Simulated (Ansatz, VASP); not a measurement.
# Si2Sb in two plane-wave programs

Wanted: the spread between two codes on one cell, functional and k mesh. The cell is invented: As first built, before any earlier steps moved the atoms (in the runner's words): it takes the YSi2 structure with some of its atoms replaced by other elements, volume scaled by an estimate. It may not be a known or stable phase. The cell is taken from a series of VASP runs on this material, whose earlier steps may have relaxed, scaled or displaced it; both programs get it as it stands. Valence electrons are named where the data sets of a main pair hold unlike numbers.

Program: Ansatz 0.2.0. Level of theory: plane waves, with VASP 6.6.1 beside it; band structure at r2SCAN. Results are calculated unless marked as measured.

## (1) The structure

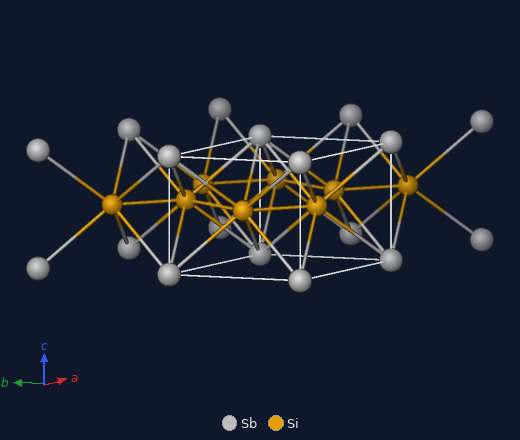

The cell as given, from a free direction (antimony light grey, silicon orange). 2×2×1 cells are drawn. Some periodic images of atoms are drawn too.

## (2) Ansatz: band structure, r2SCAN

Ansatz runs on its default PAW (the set named soft_2) files.

A single point gives forces, pressure and levels at one fixed geometry, so differences don't come from the geometry; what else differs is listed under the comparison.

Input file input.yaml:

```yaml
crystal:
  lattice:
    - [4.22707249, 0.0, 0.0]
    - [-2.1135362449, 3.6607522543, 0.0]
    - [0.0, 0.0, 3.805684004]
  atoms:
    - { symbol: Sb, position: [0.0, 0.0, 0.0] }
    - { symbol: Si, position: [0.33333333, 0.66666667, 0.5] }
    - { symbol: Si, position: [0.66666667, 0.33333333, 0.5] }
hamiltonian:
  xc: r2scan
  pseudopotentials: { kind: paw }
kpoints:
  mp_grid: { grid: [6, 6, 6] }
  band_path:
    path:
      - [0.0, 0.0, 0.0]
      - [0.13333, 0.0, 0.0]
      - [0.3, 0.0, 0.0]
      - [0.46667, 0.0, 0.0]
      - [0.46667, 0.06667, 0.0]
      - [0.41111, 0.17778, 0.0]
      - [0.35556, 0.28889, 0.0]
      - [0.28889, 0.28889, 0.0]
      - [0.17778, 0.17778, 0.0]
      - [0.06667, 0.06667, 0.0]
      - [0.0, 0.0, 0.03333]
      - [0.0, 0.0, 0.2]
      - [0.0, 0.0, 0.36667]
      - [0.0, 0.0, 0.5]
      - [0.16667, 0.0, 0.5]
      - [0.3, 0.0, 0.5]
      - [0.46667, 0.0, 0.5]
      - [0.46667, 0.06667, 0.5]
      - [0.41111, 0.17778, 0.5]
      - [0.35556, 0.28889, 0.5]
      - [0.28889, 0.28889, 0.5]
      - [0.17778, 0.17778, 0.5]
      - [0.06667, 0.06667, 0.5]
      - [0.5, 0.0, 0.46667]
      - [0.5, 0.0, 0.3]
      - [0.5, 0.0, 0.13333]
      - [0.33333, 0.33333, 0.0]
      - [0.33333, 0.33333, 0.16667]
      - [0.33333, 0.33333, 0.33333]
      - [0.33333, 0.33333, 0.5]
    npoints: 1
scf:
  occupations: { method: fermi_dirac, width: 0.05 }
  n_extra_bands: 7
output:
  forces: true
  stress: true
  eigenvalues: true
```

Launch:

```console
$ ansatz run input.yaml --threads 2 --pin off --max-ram 4608MiB --backend cpu --events-out ev --progress --plain --runs-dir out
```

Numbers of over 12 decimals in the logs are rounded to 6 here.

Log:

```text
Warning: the atoms were moved onto the symmetric positions of the space group found under crystal.symmetry.tolerance 1.0e-5 (fractional; no operation is sought that the atoms, as they stand in a round, miss by more than twice it, and no atom is moved by as much as it), and the run uses the moved positions. Before a round's move an operation carried an atom to 4.23e-8 Å from where it should land, the largest such dist [...]
scf.n_extra_bands = 7 over 12 filled bands (N_el = 23.0): the run solves 19 bands
Engine: ansatz 0.2.0, aarch64-unknown-linux-gnu
Pseudopotentials: kind: paw
Pseudopotential: Sb, paw, valence charge 15, recommended cutoff 500 eV (meta_gga), Sb.paw.azcp
Pseudopotential: Si, paw, valence charge 4, recommended cutoff 500 eV (meta_gga), Si.paw.azcp
Functional definition: r2SCAN
  parameter k0 = 0.174
  parameter k1 = 0.065
  parameter a1 = 4.9479
  exchange = r2scan_x(k0 = k0, k1 = k1, a1 = a1)
  correlation = r2scan_c
Crystal: 3 atoms, lattice volume = 58.890 Å³
Basis set: ecut = 500 eV, 1507 PW (Γ), exchange–correlation on 128×128×120 points (64 copies of the dense FFT grid, shifted against one another)
Bands: 19, of which v1, the nominal top of the filled ones, is band 12 counted from 1 (11 counted from 0)
Symmetry: 24 space group operations
Space group: P6/mmm (ITA 191), of the structure as read, at distance tolerance 3.9e-5 Å
k-points: 28 of 216
Non-local potential: Sb, projectors of the file, l = 0: 2, l = 1: 2, l = 2: 2, l = 3: 2
Non-local potential: Si, projectors of the file, l = 0: 2, l = 1: 2, l = 2: 2
PAW form: soft (Blöchl's): semilocal exchange-correlation on the pseudo side does not see the compensation charge
PAW frozen core: Sb, regenerated for the run's functional (the file was generated under x = pbe(κ = 0.804, μ = 0.219515), c = pbe(β = 0.066725))
PAW frozen core: Si, regenerated for the run's functional (the file was generated under x = pbe(κ = 0.804, μ = 0.219515), c = pbe(β = 0.066725))
PAW one-centre angular grid: Sb, 590 points (default); XC on 160 Gauss nodes
PAW one-centre angular grid: Si, 302 points (default); XC on 160 Gauss nodes
Initial density: superposition of atomic densities (neutral atoms: chi_scale 0, normalization atom), corrected by the library's trained network
Initial wavefunctions: pseudopotential atomic-orbital guess
Functional: x = r2scan, c = r2scan; τ floored in thin density (d = 2e-4 eV/Å³)
SCF iter   1: F=—  HF=-7775.250700 eV  |F-HF|=—  |Δ(HF+E_count)|=         —  Δρ=7.92e-3  dr2=5.22e-2  dr2_τ=6.26e-3  ethr=1.77e-3  ⟨swp⟩=6.5  Hψ=3135  notcnv=0  defer=14
preconditioner: auto → none  [metal: Δε(μ)=0.040 eV  Ē_g=10.664 eV  σ=0.050 eV  W_gap=0.19  n_scr=8 (ndim 8)  ℏωp=17.4 eV  f_vac=0.000  D(μ)=3.17/eV (n_scr^D=26)  sad-step TF]
SCF iter   2: F=—  HF=-7775.275074 eV  |F-HF|=—  |Δ(HF+E_count)|=   2.44e-2  Δρ=4.85e-3  dr2=1.90e-2  dr2_τ=7.15e-5  ethr=2.27e-4  ⟨swp⟩=2.7  Hψ=1048  notcnv=0  defer=51
SCF iter   3: F=—  HF=-7775.273420 eV  |F-HF|=—  |Δ(HF+E_count)|=   1.65e-3  Δρ=9.00e-4  dr2=9.23e-4  dr2_τ=7.60e-6  ethr=8.28e-5  ⟨swp⟩=2.6  Hψ=784  notcnv=0  defer=51
SCF iter   4: F=—  HF=-7775.273287 eV  |F-HF|=—  |Δ(HF+E_count)|=   1.33e-4  Δρ=3.49e-4  dr2=1.05e-4  dr2_τ=1.18e-6  ethr=4.01e-6  ⟨swp⟩=2.5  Hψ=798  notcnv=0  defer=51
SCF iter   5: F=—  HF=-7775.273316 eV  |F-HF|=—  |Δ(HF+E_count)|=   2.93e-5  Δρ=1.28e-4  dr2=6.93e-6  dr2_τ=1.07e-7  ethr=4.56e-7  ⟨swp⟩=2.0  Hψ=623  notcnv=0  defer=51
SCF iter   6: F=—  HF=-7775.273330 eV  |F-HF|=—  |Δ(HF+E_count)|=   1.46e-5  Δρ=2.35e-5  dr2=3.38e-7  dr2_τ=4.83e-9  ethr=3.01e-8  ⟨swp⟩=2.0  Hψ=665  notcnv=0  defer=51
SCF iter   7: F=-7775.273331 eV  HF=-7775.273331 eV  |F-HF|=4.20e-9  |Δ(HF+E_count)|=   1.93e-7  Δρ=4.54e-6  dr2=1.41e-8  dr2_τ=3.69e-10  ethr=4.35e-10  ⟨swp⟩=10.0  Hψ=2839  notcnv=0
SCF 1 converged in 7 iterations: F = -7775.273331 eV  dr2 = 1.41e-8
  greatest PAW one-centre occupation: 0.994 electrons in one spin orbital (limit 2), on the Sb atom at site 0 (counted from 0), in its partial waves of l = 2
NSCF: frozen V_eff on 30 k-points
SCF converged after 7 iterations
Free energy (F): -7775.273331 eV
Harris-Foulkes:  -7775.273331 eV  (|F-HF|=4.20e-9)
Internal energy: -7775.248179 eV  (E = F + TS)
E sigma→0 (E₀):  -7775.260755 eV
Entropy (-TS):   -0.025151 eV (-8.384 meV/atom)
Fermi energy:    10.148770 eV
--- Per-component energies (eV) ---
  E_band       = -135.572363
  E_kinetic    = 286.789833
  E_local      = -1689.068585  (includes V_loc(G=0)·N_el)
  E_nonlocal   = 412.041740
  E_hartree    = 778.533280
  E_xc         = -230.551577
  E_vxc        = -203.385542  (∫ρ·V_xc dr)
  E_paw        = -5639.656904  (= ΣΔE_a)
  E_vpaw       = -510.300841  (= ΣTr[D̂ρ^β])
  E_aug_tail   = 0.000009  (compensation charges beyond the density's cutoff)
  E_vtau       = 11.286553  (kinetic-family band-sum trace: ∫τ·v_τ [+ j·A + Jᵃ·Aᵃ] dr)
  E_ewald      = -1693.689147
  E_core_change = 0.353171  (= ΣΔE_core)
  E_smearing   = -0.025151  (= −TS)
  E_closure    = 0.000000  (closes the sum)
  Σ components = -7775.273331   (vs F -7775.273331, Δ=0.00e0)
--- Forces (eV/Å), atoms counted from 1 ---
  atom   1  Sb     0.00000000    -0.00000000     0.00000000
  atom   2  Si     0.00000000     0.00000000     0.00000000
  atom   3  Si     0.00000000    -0.00000000     0.00000000
  max |Σ_I F_I| component: 1.85e-17 eV/Å
--- Stress (GPa, compression-positive) ---
        0.116357      -0.000000       0.000000
       -0.000000       0.116357       0.000000
        0.000000       0.000000      -0.062852
  P = ⅓ Tr σ = 0.0566 GPa (0.566 kbar)
--- Band table (eV; the first three rows and the last of 28) ---
  k-point 0: bands = [... 8 lower, 7.4060, 7.4060, 8.0043, 8.0043, 8.5672, 12.8688, 16.1290, 16.3626, ... 3 higher]
  k-point 1: bands = [... 8 lower, 7.5256, 8.0587, 8.3245, 8.3245, 8.7886, 14.1323, 15.1801, 15.1942, ... 3 higher]
  k-point 2: bands = [... 8 lower, 7.7941, 9.2649, 9.2649, 9.3678, 9.4836, 13.0416, 13.0648, 13.0648, ... 3 higher]
  k-point 27: bands = [... 8 lower, 3.4897, 5.3609, 5.3609, 12.0522, 14.0997, 14.0997, 15.1328, 15.1328, ... 3 higher]
```

The job ended after 4.8 s (2 threads of Arm Neoverse V2, shared host; peak memory 0.46 GiB; 7.6 s of CPU time).

## (3) VASP: band structure, r2SCAN

The same cell, functional, mesh and smearing now go to VASP, with its own data sets.

Lines of VASP's logs that name or quote its potential files are left out, and so is its time.

Input file INCAR:

```
SYSTEM = Si2Sb
PREC = Accurate
ENCUT = 400
EDIFF = 1E-06
NELM = 100
ISMEAR = -1
SIGMA = 0.05
LREAL = .FALSE.
ALGO = Normal
METAGGA = R2SCAN
LASPH = .TRUE.
LORBIT = 11
LWAVE = .FALSE.
LCHARG = .FALSE.
```

Input file POSCAR:

```
Si2Sb
1.0
    4.2270724900      0.0000000000      0.0000000000
   -2.1135362449      3.6607522543      0.0000000000
    0.0000000000      0.0000000000      3.8056840040
Sb Si
1 2
Direct
    0.0000000000      0.0000000000      0.0000000000
    0.3333333300      0.6666666700      0.5000000000
    0.6666666700      0.3333333300      0.5000000000
```

Input file KPOINTS:

```
Automatic mesh
0
Gamma
6 6 6
0 0 0
```

Input file KPOINTS_OPT:

```
Line mode
16
Line-mode
Reciprocal
  0.00000000   0.00000000   0.00000000 GAMMA
  0.50000000   0.00000000   0.00000000 M

  0.50000000   0.00000000   0.00000000 M
  0.33333333   0.33333333   0.00000000 K

  0.33333333   0.33333333   0.00000000 K
  0.00000000   0.00000000   0.00000000 GAMMA

  0.00000000   0.00000000   0.00000000 GAMMA
  0.00000000   0.00000000   0.50000000 A

  0.00000000   0.00000000   0.50000000 A
  0.50000000   0.00000000   0.50000000 L

  0.50000000   0.00000000   0.50000000 L
  0.33333333   0.33333333   0.50000000 H

  0.33333333   0.33333333   0.50000000 H
  0.00000000   0.00000000   0.50000000 A

  0.50000000   0.00000000   0.50000000 L
  0.50000000   0.00000000   0.00000000 M

  0.33333333   0.33333333   0.00000000 K
  0.33333333   0.33333333   0.50000000 H
```

The projector-augmented-wave data sets are Sb and Si (PBE family, release 64).

Launch:

```console
$ mpirun -np 1 vasp_std
```

Log:

```text
[banner, memory and clock lines left out]
running    1 mpi-ranks, on    1 nodes
 distrk:  each k-point on    1 cores,    1 groups
 distr:  one band on    1 cores,    1 groups

 POSCAR found type information on POSCAR SbSi
 POSCAR found :  2 types and       3 ions
|                                                                             |
|               ----> ADVICE to this user running VASP <----                  |
|                                                                             |
|     You enforced a specific xc type in the INCAR file but a different       |
|     [... a line on the potential file left out ...]
|     I HOPE YOU KNOW WHAT YOU ARE DOING!                                     |
|                                                                             |

 LDA part: xc-table for (None), standard interpolation
 POSCAR, INCAR and KPOINTS ok, starting setup
 FFT: planning ... GRIDC
 FFT: planning ... GRID_SOFT
 FFT: planning ... GRID
 WAVECAR not read
 entering main loop
       N       E                     dE             d eps       ncg     rms          rms(c)
DAV:   1    -0.132552753275E+01   -0.13255E+01   -0.41205E+03   560   0.818E+02
DAV:   2    -0.413748507112E+02   -0.40049E+02   -0.38279E+02   684   0.138E+02
DAV:   3    -0.431103956737E+02   -0.17355E+01   -0.16548E+01   762   0.279E+01
DAV:   4    -0.431467191032E+02   -0.36323E-01   -0.35992E-01   698   0.321E+00
DAV:   5    -0.431471990133E+02   -0.47991E-03   -0.47963E-03   690   0.361E-01    0.527E+00
DAV:   6    -0.412497997031E+02    0.18974E+01   -0.49639E-01   634   0.476E+00    0.336E+00
DAV:   7    -0.412509842950E+02   -0.11846E-02   -0.10101E-01   722   0.203E+00    0.123E+00
DAV:   8    -0.412527381873E+02   -0.17539E-02   -0.85954E-03   610   0.737E-01    0.257E-01
DAV:   9    -0.412530009374E+02   -0.26275E-03   -0.68725E-04   726   0.213E-01    0.580E-02
DAV:  10    -0.412530326895E+02   -0.31752E-04   -0.11131E-04   652   0.737E-02    0.964E-03
DAV:  11    -0.412530379282E+02   -0.52387E-05   -0.95878E-06   658   0.264E-02    0.671E-03
DAV:  12    -0.412530385220E+02   -0.59374E-06   -0.35782E-06   578   0.131E-02
   1 F= -.41253039E+02 E0= -.41240471E+02  d E =-.251344E-01
 Start KPOINTS_OPT (optional k-point list driver)
k-point batch [1-28\144]
       N       E                     dE             ncg
DAV:   1     0.226029337070E+04   -0.35812E+04      560
DAV:   2     0.117432895927E+04   -0.10860E+04      710
DAV:   3     0.112112726735E+04   -0.53202E+02      738
DAV:   4     0.112015069163E+04   -0.97658E+00      680
DAV:   5     0.112013799354E+04   -0.12698E-01      698
DAV:   6     0.112013770983E+04   -0.28372E-03      720
DAV:   7     0.112013770573E+04   -0.41005E-05      720
DAV:   8     0.112013770566E+04   -0.61998E-07      412
[...]
k-point batch [141-144\144]
       N       E                     dE             ncg
DAV:   1     0.864508932994E+04   -0.13866E+04       80
DAV:   2     0.854724266250E+04   -0.97847E+02      106
DAV:   3     0.854414396357E+04   -0.30987E+01       88
DAV:   4     0.854405160195E+04   -0.92362E-01      128
DAV:   5     0.854404902954E+04   -0.25724E-02      102
DAV:   6     0.854404898636E+04   -0.43181E-04      106
DAV:   7     0.854404898489E+04   -0.14718E-05      106
DAV:   8     0.854404898487E+04   -0.25897E-07       86
```

From OUTCAR (step 3):

```text
ion  position               nearest neighbor table
   1  0.000  0.000  0.000-   2 3.09   3 3.09   2 3.09   3 3.09   3 3.09   3 3.09   2 3.09   2 3.09
                             3 3.09   3 3.09   2 3.09   2 3.09
   2  0.333  0.667  0.500-   3 2.44   3 2.44   3 2.44   1 3.09   1 3.09   1 3.09   1 3.09   1 3.09
                             1 3.09
   3  0.667  0.333  0.500-   2 2.44   2 2.44   2 2.44   1 3.09   1 3.09   1 3.09   1 3.09   1 3.09
                             1 3.09

  LATTYP: Found a hexagonal cell.
 ALAT       =     4.2270724900
 C/A-ratio  =     0.9003119802

 Subroutine GETGRP returns: Found 24 space group operations
 (whereof 24 operations were pure point group operations)

The static configuration has the point symmetry D_6h.

 Found     28 irreducible k-points:

   k-points           NKPTS =     28   k-points in BZ     NKDIM =     28   number of bands    NBANDS=     10

   dimension x,y,z NGX =    28 NGY =   28 NGZ =   28
   dimension x,y,z NGXF=    56 NGYF=   56 NGZF=   56

   ENCUT  =  400.0 eV  29.40 Ry    5.42 a.u.   6.89  6.89  6.21*2*pi/ulx,y,z

   NELECT =      13.0000    total number of electrons

 k-points in reciprocal lattice and weights: Automatic mesh
   0.00000000  0.00000000  0.00000000       0.005
   0.16666667  0.00000000  0.00000000       0.028
   0.33333333  0.00000000  0.00000000       0.028
   0.50000000  0.00000000  0.00000000       0.014
   0.16666667  0.16666667  0.00000000       0.028
   0.33333333  0.16666667  0.00000000       0.056
   0.33333333  0.33333333  0.00000000       0.009
   0.00000000  0.00000000  0.16666667       0.009
   0.16666667  0.00000000  0.16666667       0.056
[...]
0.33333333  0.16666667  0.50000000       0.056
   0.33333333  0.33333333  0.50000000       0.009

 average (electrostatic) potential at core
       1 -89.4395       2 -84.3510       3 -84.3510

 E-fermi :   8.4326

 k-point     1 :       0.0000    0.0000    0.0000
  band No.  band energies     occupation
    ...
      4       5.6848      2.00000
      5       5.6848      2.00000
      6       6.2913      2.00000
      7       6.2913      2.00000
      8       6.8461      2.00000
      9      11.1547      0.00000
     10      14.3995      0.00000

 k-point     2 :       0.1667    0.0000    0.0000
  band No.  band energies     occupation
    ...
      3       3.8113      2.00000
      4       4.4550      2.00000
      5       5.4356      2.00000
      6       6.9699      2.00000
      7       8.0248      1.99943
      8       9.3168      0.00000
      9      12.2799      0.00000
     10      12.8050      0.00000

 k-point     3 :       0.3333    0.0000    0.0000
  band No.  band energies     occupation
    ...
      2      -0.3631      2.00000
      3       3.0366      2.00000
      4       3.5423      2.00000
      5       6.4140      2.00000
      6       8.0983      1.99750
      7      10.2512      0.00000
      8      10.2520      0.00000
      9      11.0863      0.00000
     10      12.8666      0.00000

  Total        0.0039061      0.0039061     -0.0302253      0.0000000      0.0000000      0.0000000
  in kB        0.1062699      0.1062699     -0.8223156      0.0000000      0.0000000      0.0000000
  external PRESSURE =      -0.2032586 kB  Pullay stress =       0.0000000 kB

  energy-cutoff  :      400.00
  volume of cell :       58.89
      direct lattice vectors                 reciprocal lattice vectors
     4.227072490  0.000000000  0.000000000     0.236570346  0.136583949  0.000000000
    -2.113536245  3.660752254  0.000000000     0.000000000  0.273167898  0.000000000
     0.000000000  0.000000000  3.805684004     0.000000000  0.000000000  0.262764854

 POSITION                                       TOTAL-FORCE (eV/Angst)
 -----------------------------------------------------------------------------------
      0.00000      0.00000      0.00000         0.000000      0.000000      0.000000
     -0.00000      2.44050      1.90284        -0.000000      0.000000      0.000000
      2.11354      1.22025      1.90284        -0.000000      0.000000      0.000000
 -----------------------------------------------------------------------------------
    total drift:                               -0.000000     -0.000000      0.000000

  FREE ENERGIE OF THE ION-ELECTRON SYSTEM (eV)
  ---------------------------------------------------
  free  energy   TOTEN  =       -41.2530385220 eV

  energy  without entropy=      -41.2279040989  energy(sigma->0) =      -41.24047131

 total charge
# of ion       s       p       d       tot
------------------------------------------
    1        1.200   1.106   0.048   2.354
    2        0.824   0.753   0.000   1.577
    3        0.824   0.753   0.000   1.577
--------------------------------------------------
tot          2.849   2.611   0.048   5.509

[... 3 further parts left out ...]
```

Spin-orbit coupling is off here; with elements this heavy it splits and shifts levels by tenths of an eV or more.

## (4) Side by side

Known differences besides the potentials themselves: VASP keeps PBE cores, Ansatz makes them for the functional; the data sets hold 23 valence electrons in Ansatz (on its default PAW (the set named soft_2) files) and 13 in VASP; the cutoff is 500 eV in Ansatz and 400 eV in VASP. Total energies have different zeros and are not compared.

Compared:

| quantity | Ansatz | VASP | difference |
| --- | --- | --- | --- |
| pressure (GPa) | 0.06 | -0.02 | +0.08 |

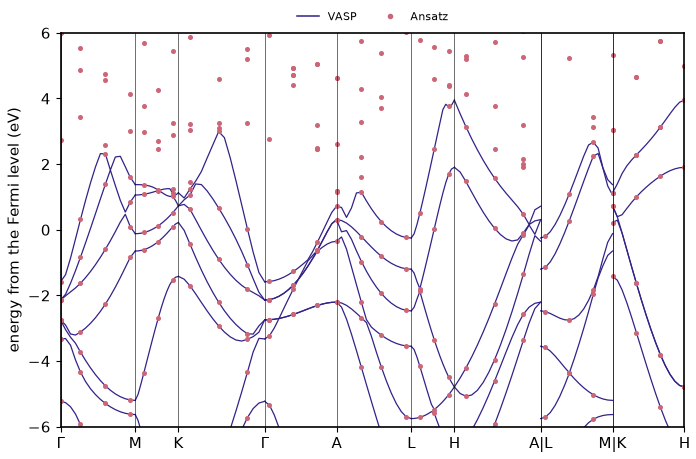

Bands from VASP (lines) and levels from Ansatz (dots). Dots without a line are higher empty bands that the VASP plot leaves out.

Levels from 3 eV below to 2 eV above the Fermi level differ by 3 meV r.m.s. and 8 meV at most; each VASP level is matched to the nearest of Ansatz, which flatters the figure a little.

## (5) What came out

```json
{
 "r.m.s. difference of levels near the Fermi level (band structure, r2SCAN)": "3.0 meV"
}
```

**Reading.** The r.m.s. difference of levels near the Fermi level is 3.0 meV (band structure, r2SCAN), within the 80 meV picked in this series as the mark of a large difference. The data sets hold unlike numbers of valence electrons (23 in Ansatz and 13 in VASP), so part of the differences comes from the potentials. How closely two codes agree says nothing of how well the functional describes the real material.

[Lines on the potential files, build, host, timing and source positions are cut from VASP's logs without a mark.]

[Logs are printed without paths, hosts, clocks, repeated set-up lines and the standing remarks that a program may print on its own settings, such as how far it seeks lower states.]

[Hosts, paths, dates, database ids (printed as entryN), source tags and the programs' standing remarks are cut or masked in the printed files.]
